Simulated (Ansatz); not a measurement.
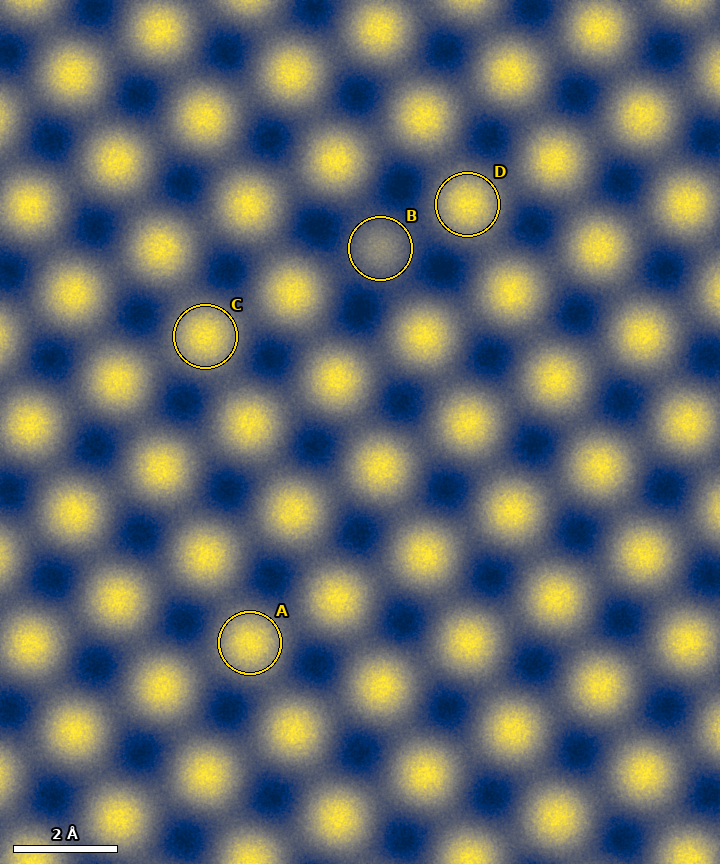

HAADF-like image of Ir (Fm-3m, No. 225) along [001]. Simulated incoherent Z contrast: every atom adds Z^1.6 spread by a probe of 1.30 Å full width; channelling and multiple scattering are left out. Shot noise was added.

The sample is 3 repeats (11.4 Å) thick. One point defect was put into the perfect crystal, without relaxing the atoms around it. Brightness is counted from the darkest point of the image. Host structure: the geometry given to an electronic-structure calculation, possibly off equilibrium.

**Which ringed column holds the defect, and does it scatter more or less than its equals?**

B; it scatters less. The column holds 3 atoms (Ir) through the sample, and one Ir atom is missing, so its peak drops to about 60 % of that of its equals.
